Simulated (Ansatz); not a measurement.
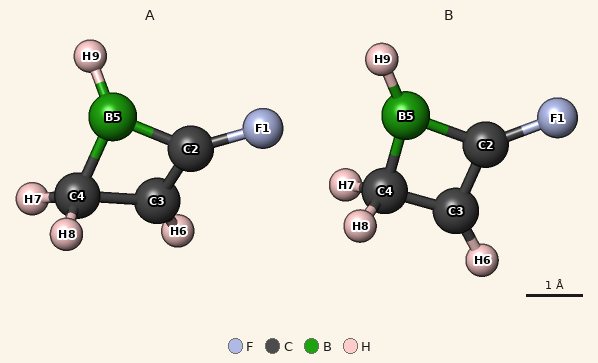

Two geometries of C₃H₄BF, drawn at one scale. One is the start of a relaxation, the other its converged end. The picture is a ball-and-stick view, seen from a free direction.

Level of theory: Ansatz, UKS CAM-B3LYP/STO-3G. (collinear spin; force threshold 0.02 eV/Å; at most 40 steps)

Q: Which geometry has the lower energy?

A: Structure A is the relaxed one. The run prepares the start of a later molecular dynamics calculation, from a guessed geometry. The largest move after the best rigid fit is that of H6, 0.71 Å. By element the largest moves are H 0.71 Å, F 0.42 Å, C 0.34 Å, B 0.12 Å. Among the contacts that change: C3–C4 1.368 → 1.534 Å, C4–B5 1.506 → 1.589 Å, C2–B5 1.587 → 1.515 Å, B5–H9 1.210 → 1.167 Å. Among the angles between lasting bonds that change: C3–C4–B5 95.3° → 76.1°, C4–B5–H9 144.4° → 132.1°, C2–B5–C4 80.2° → 91.4°. Groups turn about C3–C4 by about 30°. After 22 accepted moves (24 points after the start) the energy has fallen by 134.6 kJ/mol. The largest force component goes from 8.3 to 0.007 eV/Å. The line search rejected the trial steps at points 9, 18 of the run. The forces were under the threshold at step 5, but the run went on from there. Cost: 25 s on 1 thread of AMD EPYC 9R45 96-Core Processor (Zen 5), on a shared host, peak memory 0.16 GiB.

Limits of the set-up: STO-3G is a minimal basis, so the numbers are rough.
